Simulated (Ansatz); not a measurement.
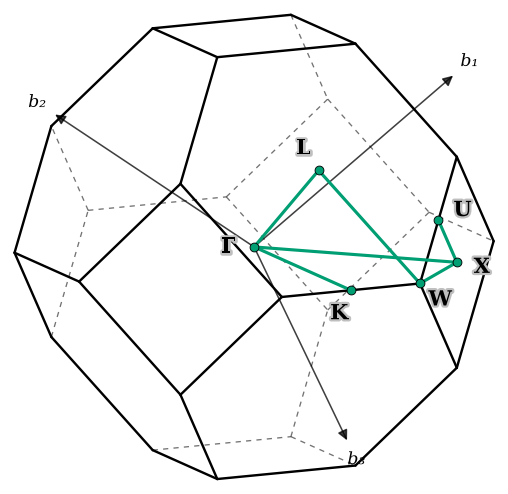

Crystal: SbMo, the input geometry of an electronic-structure calculation (not necessarily at equilibrium); the starting structure was generated, so it need not be a known form of this composition. The first Brillouin zone and its special points. Symmetry computed with spglib at a tolerance of 0.002 Å; standard conventional cell.

Space group Fm-3m, No. 225; a = 5.451 Å, b = 5.451 Å, c = 5.451 Å, α = 90.00°, β = 90.00°, γ = 90.00°.

Labels and path follow the convention of Hinuma et al. (2017), as computed by seekpath; the arrows show the directions of the reciprocal primitive vectors b₁, b₂, b₃, in which coordinates are given; lengths include the factor 2π.

> List the special points with their coordinates and distances from Γ.

```
point   k₁   k₂   k₃  length of k (1/Å)
    Γ    0    0    0              0.000
    X  1/2    0  1/2              1.153
    L  1/2  1/2  1/2              0.998
    W  1/2  1/4  3/4              1.289
    K  3/8  3/8  3/4              1.223
    U  5/8  1/4  5/8              1.223
```

> What is the zone's volume?

(2π)³ over the primitive cell's volume of 40.48 Å³: 6.13 Å⁻³.
